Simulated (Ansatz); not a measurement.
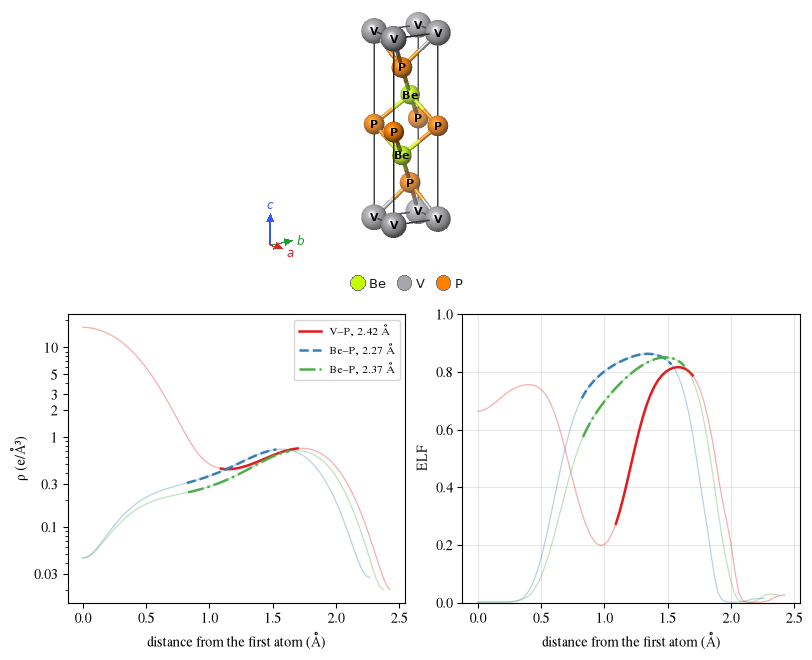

Figure. Be$_{2}$VP$_{3}$. Valence charge density (pseudo) and ELF along straight lines between neighbouring atoms. Thin, pale parts lie inside the atomic spheres. The structure is drawn too.

Space group P-3m1; a structure generated by program, which may or may not match a known phase; computed without spin polarisation.

These are results of DFT PBE, scalar-relativistic, plane waves, PAW (Ansatz), not measurements.

In a PAW calculation such maps are meaningful between the atoms, not at the nuclei.

```
Be V P
1.0
     3.13575    0.00000    0.00000
    -1.56788    2.71564    0.00000
     0.00000    0.00000    9.01478
Be V P
2 1 3
Direct
  0.33333 0.66667 0.65102
  0.66667 0.33333 0.34898
  0.00000 0.00000 0.00000
  0.00000 0.00000 0.50000
  0.33333 0.66667 0.17874
  0.66667 0.33333 0.82126
```

**Compare the contacts.**

V–P (2.42 Å): the density is about 0.45 e/Å³ at the midpoint; the ELF peaks at about 0.80 in the valence shell of P, 0.8 Å from its nucleus, and is about 0.50 at the midpoint.
Be–P (2.27 Å): ρ at the midpoint is about 0.44 e/Å³; the ELF peaks at about 0.85 in the valence shell of P, 0.9 Å from its nucleus, and is about 0.85 at the midpoint.
Be–P (2.37 Å): ρ is about 0.36 e/Å³ halfway; the ELF peaks at about 0.85 in the valence shell of P, 0.9 Å from its nucleus, and is about 0.80 at the midpoint.
